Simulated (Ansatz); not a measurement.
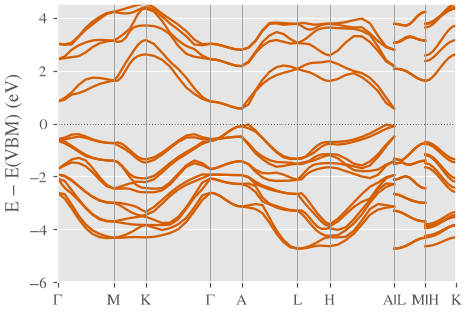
Fig. 1. Band structure from plane-wave PAW r²SCAN+D4 with spin–orbit coupling (Ansatz code)

The gap is 0.53 eV; an edge lies off the plotted path or next to a special point (maximum on the H–A line, 93 % of the way from H, minimum on the A–L line, 4 % of the way from A).

The material is BiTeBr in space group P3m1 (No. 156; Bi on 1a, Te on 1b, Br on 1c).

The first step of the workflow began from a Materials Project structure, measured or hypothetical; the Crystallography Open Database copy checked does not list it. With Te and Br taken as one species the cell has the higher symmetry P-3m1, so it may be an ordered model of a mixed-site phase. Whether it is the stable phase at ambient conditions was not checked. The cell was relaxed with r²SCAN+D4 under the symmetry of its start; whether a distortion lowers the energy is not shown.

Potentials: the later of the program's two PAW sets.
